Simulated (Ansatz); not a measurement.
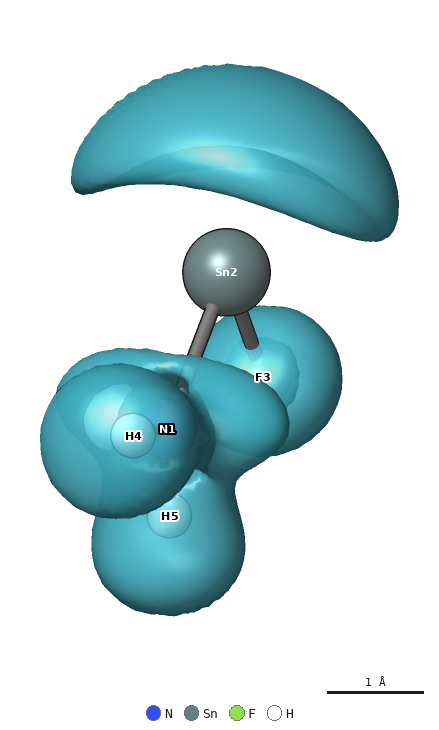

Figure 1: FH2NSn. Isosurface of the electron localisation function at 0.75 (cyan), seen at an oblique angle. Core shells and regions of very low density are left out.

Core potentials replace the inner electrons of Sn.

The calculation used RKS LDA/def2-SVP in Ansatz 0.2.0.

```xyz
5

N    -0.3107    0.5020   -0.3802
Sn    0.3766   -0.0324    1.4392
F     0.9612   -1.7583    0.7177
H    -0.7660    1.3771   -0.6594
H    -0.2113   -0.1620   -1.1588
```

Question: What do the ELF domains correspond to?

Answer: At this value the surface marks out one lobe on Sn, pointing away from the bonds (lone pairs), one region wrapped around F (its valence shell) and one joined region spread over several atoms (H, N), in which their bonds and any lone pairs are merged.

Values along the shortest contacts:
Sn–F (1.96 Å): the ELF peaks at about 0.80 in the valence shell of F, 0.5 Å from its nucleus, and drops to about 0.10 between the two atoms. Sn–N (2.02 Å): the ELF peaks at about 0.85 in the valence shell of N, 0.6 Å from its nucleus, and drops to about 0.15 between the two atoms.
